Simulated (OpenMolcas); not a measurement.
**doublet HBS+: levels of theory compared**

Aim: a comparison of 6 runs (U-r2SCAN/STO-3G, UM06-2X/STO-3G, UPBE/STO-3G, USVWN5/STO-3G, ROMP2/STO-3G, ROCCSD(T)/STO-3G) of doublet HBS+. 

The results are computed with OpenMolcas 26.06.

1 further run of the same task is left out (set aside as unsound or not needed).

## Step 1: The structure to begin with

HBS+: 3 atoms, total charge +1, spin state doublet. SMILES of the parent species: `B=S`. The coordinates come from a PBE0-D4/def2-TZVP relaxation. That shape belongs to the parent species and isn't relaxed for this state.

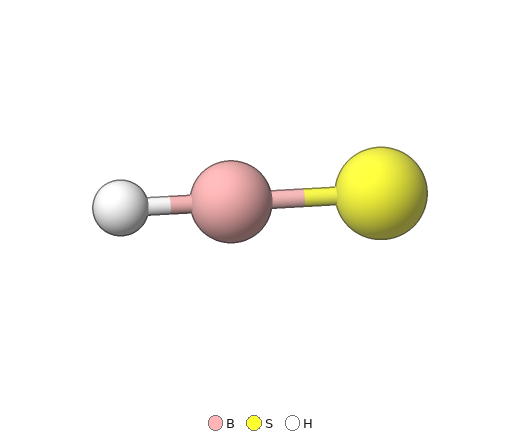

Viewed from a chosen angle; boron pink, sulfur yellow, hydrogen white.

## Step 2: A single-point energy at U-r2SCAN/STO-3G (run 1)

Input file input.xyz:

```xyz
3

B     -0.038660    -0.014560     0.134750
S      0.399170     0.147640    -1.393290
H     -0.360510    -0.133080     1.258530
```

Input file run.inp:

```
* BHS Kohn-Sham DFT

&GATEWAY
  BASLIB=$CurrDir
  COORD=input.xyz
  BASIS=STO-3G
  GROUP=NoSym

&SEWARD
  GRIDINPUT
  Grid=UltraFine
  End of Grid

&SCF
  UHF
  CHARGE=1
  SPIN=2
  KSDFT=2
  1.0 MGGA_X_R2SCAN
  1.0 MGGA_C_R2SCAN
  THRESHOLDS=1e-10 1e-07 1e-07 1e-05
  PRORBITALS=1 1
```

The basis set STO-3G is read from a file made from the Basis Set Exchange's data (not shown).

Run with:

```console
export MOLCAS_MEM=1860
pymolcas run.inp > run.log
```

Output:

```text
--- Start Module: gateway ---
[...]
--- Stop Module: gateway /rc=_RC_ALL_IS_WELL_ ---
--- Start Module: seward ---
[...]
      Basis functions           15
--- Stop Module: seward /rc=_RC_ALL_IS_WELL_ ---
--- Start Module: scf ---
[...]
       Convergence after  21 Iterations
[...]
::    Total KS-DFT energy                            -418.5495220523
[...]
      Total spin, S                                     0.5015022411
[...]
      Total electronic charge=   21.000000
      Total            charge=    1.000000
[...]
      Dipole Moment (debye):
      Origin of the operator (angstrom)=    0.2722    0.1006   -0.9501
                   X= -5.2398E-01               Y= -1.9474E-01               Z=  1.8283E+00           Total=  1.9118E+00
      Center of Charge (angstrom)
[...]
--- Stop Module: scf /rc=_RC_ALL_IS_WELL_ ---
[...]
```

Run time: 6.3 s. Hardware: 1 thread of Arm Neoverse V2, shared host; peak memory 0.37 GiB.

## Step 3: A single-point energy at UM06-2X/STO-3G (run 2)

input.xyz is that of step 2.

Input file run.input:

```
&GATEWAY
  BasLib
  $CurrDir
  Coord
  input.xyz
  Basis
  STO-3G
  Group
  NoSym

&SEWARD
  GridInput
  Grid=UltraFine
  End of Grid

&SCF
  UHF
  Charge
  1
  Spin
  2
  KSDFT
  M062X
  Thresholds
  1e-10 1e-07 1e-07 1e-05
  PrOrbitals
  1 1
```

The basis set STO-3G is read from a file made from the Basis Set Exchange's data (not shown).

Run with:

```console
export MOLCAS_MEM=1860
pymolcas run.input > run.log
```

Output:

```text
--- Start Module: gateway ---
[...]
--- Stop Module: gateway /rc=_RC_ALL_IS_WELL_ ---
--- Start Module: seward ---
[...]
      Basis functions           15
--- Stop Module: seward /rc=_RC_ALL_IS_WELL_ ---
--- Start Module: scf ---
[...]
       Convergence after  21 Iterations
[...]
::    Total KS-DFT energy                            -418.5965587671
[...]
      Total spin, S                                     0.5005718129
[...]
      Total electronic charge=   21.000000
      Total            charge=    1.000000
[...]
      Dipole Moment (debye):
      Origin of the operator (angstrom)=    0.2722    0.1006   -0.9501
                   X= -5.5763E-01               Y= -2.0718E-01               Z=  1.9457E+00           Total=  2.0346E+00
      Center of Charge (angstrom)
[...]
--- Stop Module: scf /rc=_RC_ALL_IS_WELL_ ---
[...]
```

Wall time 6.3 s (1 thread of Arm Neoverse V2, shared host); peak memory 0.37 GiB.

## Step 4: A single-point energy at UPBE/STO-3G (run 3)

input.xyz is that of step 3.

Input file run.input:

```
* BHS Kohn-Sham DFT
&GATEWAY
BasLib
$CurrDir
Coord
input.xyz
Basis
STO-3G
Group
NoSym
&SEWARD
GridInput
Grid=UltraFine
End of Grid
&SCF
UHF
Charge
1
Spin
2
KSDFT
PBE
Thresholds
1e-10 1e-07 1e-07 1e-05
PrOrbitals
1 1
```

The basis set STO-3G is read from a file made from the Basis Set Exchange's data (not shown).

Run with:

```console
export MOLCAS_MEM=1860
pymolcas run.input > run.log
```

Output:

```text
--- Start Module: gateway ---
[...]
--- Stop Module: gateway /rc=_RC_ALL_IS_WELL_ ---
--- Start Module: seward ---
[...]
      Basis functions           15
--- Stop Module: seward /rc=_RC_ALL_IS_WELL_ ---
--- Start Module: scf ---
[...]
       Convergence after  25 Iterations
[...]
::    Total KS-DFT energy                            -418.3542473277
[...]
      Total spin, S                                     0.5005271556
[...]
      Total electronic charge=   21.000000
      Total            charge=    1.000000
[...]
      Dipole Moment (debye):
      Origin of the operator (angstrom)=    0.2722    0.1006   -0.9501
                   X= -4.8256E-01               Y= -1.7938E-01               Z=  1.6837E+00           Total=  1.7607E+00
      Center of Charge (angstrom)
[...]
--- Stop Module: scf /rc=_RC_ALL_IS_WELL_ ---
[...]
```

Run time: 5.1 s. Hardware: 1 thread of Arm Neoverse V2, shared host; peak memory 0.37 GiB.

Runs 4 to 5 aren't shown in full; the table further down has their settings and results.

## Step 5: A single-point energy at ROCCSD(T)/STO-3G (run 6)

input.xyz is that of step 4.

Input file run.input:

```
* BHS CCSD(T)
&gateway
baslib
$CurrDir
coord
input.xyz
basis
STO-3G
group
NoSym
&seward
&scf
uhf
charge
1
spin
2
thresholds
1e-10 1e-07 1e-07 1e-05
prorbitals
1 1
&rasscf
fileorb
$Project.UnaOrb
spin
2
nactel
1 0 0
inactive
10
ras2
1
outorbitals
Canonical
orblisting
Nothing
&motra
jobiph
frozen
6
&ccsdt
cct
triples
3
iterations
80
accuracy
1e-08
extrapolation
5 4
```

The basis set STO-3G is read from a file made from the Basis Set Exchange's data (not shown).

Run with:

```console
export MOLCAS_MEM=1860
pymolcas run.input > run.log
```

Output:

```text
--- Start Module: gateway ---
[...]
--- Stop Module: gateway /rc=_RC_ALL_IS_WELL_ ---
[...]
      Basis functions           15
[...]
       Convergence after  23 Iterations
[...]
::    Total SCF energy                               -417.8475083114
[...]
      Total spin, S                                     0.5058089652
[...]
      Number of active orbitals                  1
[...]
      Spin quantum number                      0.5
[...]
      Active orbitals                            1
[...]
      Number of CSFs                             1
[...]
      Number of root(s) required                 1
[...]
      Convergence after  8 iterations
[...]
      printout of CI-coefficients larger than  0.05 for root  1
      energy=    -417.846657
      conf/sym  1     Coeff  Weight
             1  u   1.00000 1.00000
      Natural orbitals and occupation numbers for root  1
      sym 1:   1.000000
      ************************************************************************************************************************
      *                                                    Final results                                                     *
[...]
::    RASSCF root number  1 Total energy:   -417.84665728
[...]
      Total electronic charge=   21.000000
      Total            charge=    1.000000
[...]
      Dipole Moment (debye):
      Origin of the operator (angstrom)=    0.2722    0.1006   -0.9501
                   X= -7.2574E-01               Y= -2.6948E-01               Z=  2.5324E+00           Total=  2.6481E+00
      Center of Charge (angstrom)
[...]
--- Start Module: motra ---
[...]
      *** WARNING: Default frozen orbitals is overwritten by user input.
      *** Default values:   6
[...]
--- Stop Module: motra /rc=_RC_ALL_IS_WELL_ ---
--- Start Module: ccsdt ---
[...]
      Convergence after                    18  Iterations
      Total energy (diff) :    -417.92578777      -0.00000000
[...]
 METHOD                       : CCSD+T(CCSD)+<T3(1)WT1>+<T3(1)UT2> = CCSD(T)
[...]
       CCSD     =      -417.9257877673854
[...]
--- Stop Module: ccsdt /rc=_RC_ALL_IS_WELL_ ---
[...]
```

Wall time 2.3 s (1 thread of Arm Neoverse V2, shared host); peak memory 0.37 GiB.

## Step 6: Overview of the runs

| run | level | integration grid | frozen core orbitals | energy (Eh) | HOMO energy (eV) | LUMO energy (eV) | ⟨S²⟩ | wall time |
| --- | --- | --- | --- | --- | --- | --- | --- | --- |
| 1 | U-r2SCAN/STO-3G | UltraFine | – | -418.549522 | -14.68 | -13.81 | 0.753 | 6.3 s |
| 2 | UM06-2X/STO-3G | UltraFine | – | -418.596559 | -16.66 | -11.46 | 0.751 | 6.3 s |
| 3 | UPBE/STO-3G | UltraFine | – | -418.354247 | -14.51 | -14.27 | 0.751 | 5.1 s |
| 4 | USVWN5/STO-3G | UltraFine | – | -416.881554 | -14.62 | -14.52 | 0.751 | 4.5 s |
| 5 | ROMP2/STO-3G | – | 6 | -417.912178 | – | – | – | 2.2 s |
| 6 | ROCCSD(T)/STO-3G | – | 6 | -417.929335 | – | – | – | 2.3 s |

## Step 7: Summary of results

```
             quantity          value
  run 6: total energy  -417.92934 Eh
run 6: (T) correction      -3.55 mEh
```

Totals of different functionals can't be ranked against each other. In runs 1, 2, 3, 4, 5, 6 the basis is minimal, so the values are rough. All runs together took 27 s, the longest 6.3 s.
